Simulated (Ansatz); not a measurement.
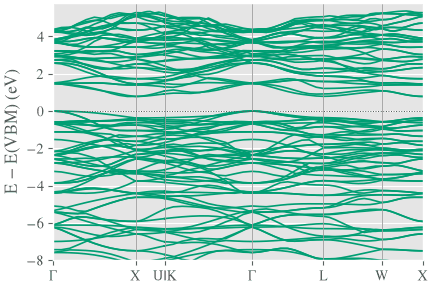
Band structure from the program Ansatz at the r²SCAN level (PAW)

The gap is 0.78 eV; an edge lies off the plotted path or next to a special point (maximum at Γ, minimum on the Γ–X line, 95 % of the way from Γ).

### Question
Pick the material that matches.
A. GaN, rock salt
B. SrTe, rock salt
C. Si, Fd-3m (Si on 8a, Si on 32e, Si on 96g)
D. CeO2, fluorite

### Answer
C, Si, Fd-3m (Si on 8a, Si on 32e, Si on 96g)

The first step of the workflow began from a Materials Project structure, measured or hypothetical. Its sites differ from those of the usual phase in this space group: another stacking or structure type. The r²SCAN relaxation kept the symmetry of its start; whether a distortion lowers the energy is not shown.

Potentials: the later of the program's two PAW sets.
